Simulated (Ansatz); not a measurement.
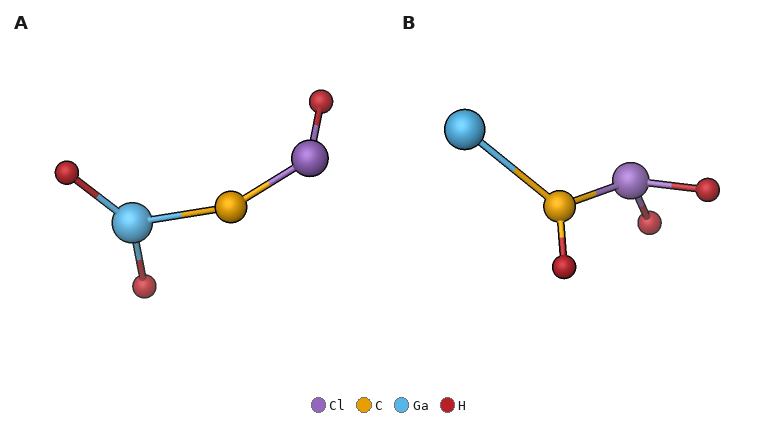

2 stationary structures of one formula. State: charge +1, singlet. Geometries: PBE0-D4/def2-TZVP. Electronic energies: RHF-CCSD(T) (frozen core)/def2-TZVPP (Ansatz 0.2.0), without zero-point energy. No frequency run is at hand to confirm each as a minimum.

> Which is lowest in energy, and by how much?

A is lowest; B lies 37.9 kJ/mol above it (Cs).
